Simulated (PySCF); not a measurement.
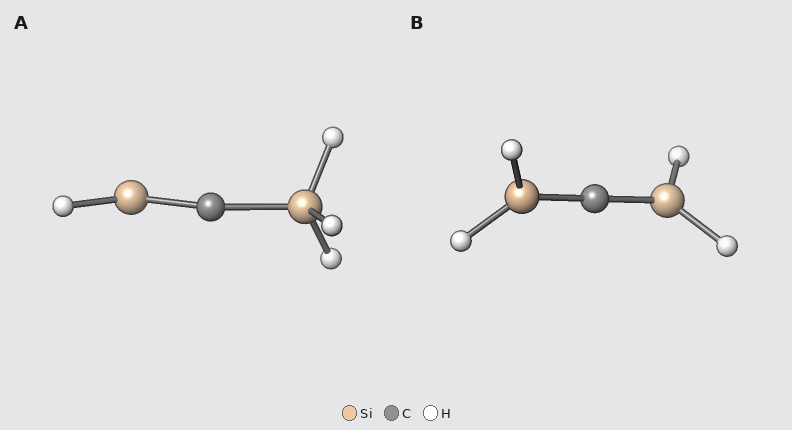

2 stationary structures of one formula. Geometries: PBE0-D4/def2-TZVP. Electronic energies: RHF-CCSD(T) (frozen core)/def2-TZVPP (PySCF 2.14.0), without zero-point energy. No frequency run is at hand to confirm each as a minimum. Each is one conformer, not always the lowest.

Question: Which structure is the most stable?

Answer: B is lowest (D2d); A lies 39.8 kJ/mol above it (Cs).

Give E(B) − E(A) in kJ/mol at these levels too: RHF-CCSD(T) (frozen core)/def2-TZVPP; B3LYP-D4/def2-TZVPP; PBE-D4/def2-TZVPP; r2SCAN-D4/def2-TZVPP; ωB97M-V/def2-TZVPP; PBE0-D4/def2-TZVPP; PBE0-D4/def2-TZVP.

```json
{"level": "RHF-CCSD(T) (frozen core)/def2-TZVPP", "E(B) − E(A) (kJ/mol)": "−39.8"}
{"level": "B3LYP-D4/def2-TZVPP", "E(B) − E(A) (kJ/mol)": "−62.5"}
{"level": "PBE-D4/def2-TZVPP", "E(B) − E(A) (kJ/mol)": "−55.5"}
{"level": "r2SCAN-D4/def2-TZVPP", "E(B) − E(A) (kJ/mol)": "−59.7"}
{"level": "ωB97M-V/def2-TZVPP", "E(B) − E(A) (kJ/mol)": "−67.3"}
{"level": "PBE0-D4/def2-TZVPP", "E(B) − E(A) (kJ/mol)": "−65.1"}
{"level": "PBE0-D4/def2-TZVP", "E(B) − E(A) (kJ/mol)": "−65.1"}
```
